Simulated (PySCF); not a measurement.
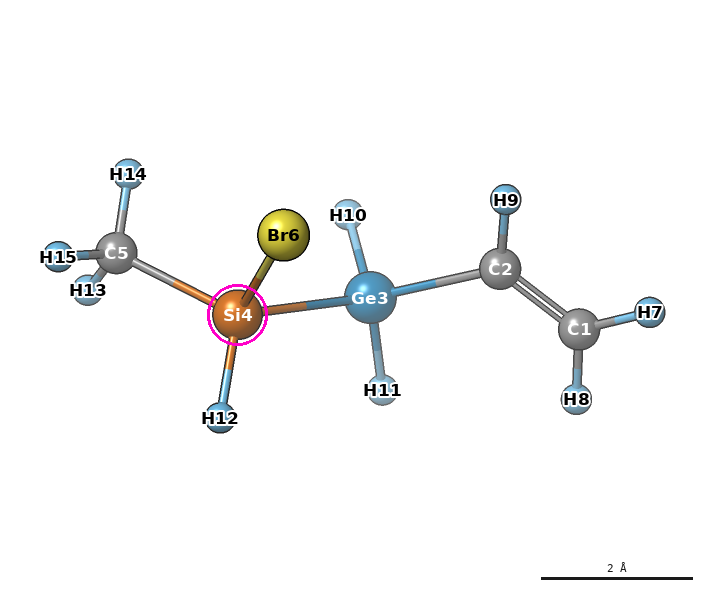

Orthographic view. Depth is shown by fading: the farther an atom, the more it takes the colour of the background. Computed geometry: GFN2-xTB optimisation. No frequency run is at hand to confirm it as a minimum.

Name the neighbours of the circled atom.

The circled atom is Si4; it is bonded to Ge3, C5, Br6, H12.

What is the shortest path along bonds from the circled atom to H7?

Si4–Ge3–C2–C1–H7, 4 bonds; through space the two are 5.48 Å apart.

Which atom is nearest the viewer?

Br6, 2.5 Å in front of the mean position.

Which two atoms are farthest apart in space?

H7 and H15, 7.90 Å.
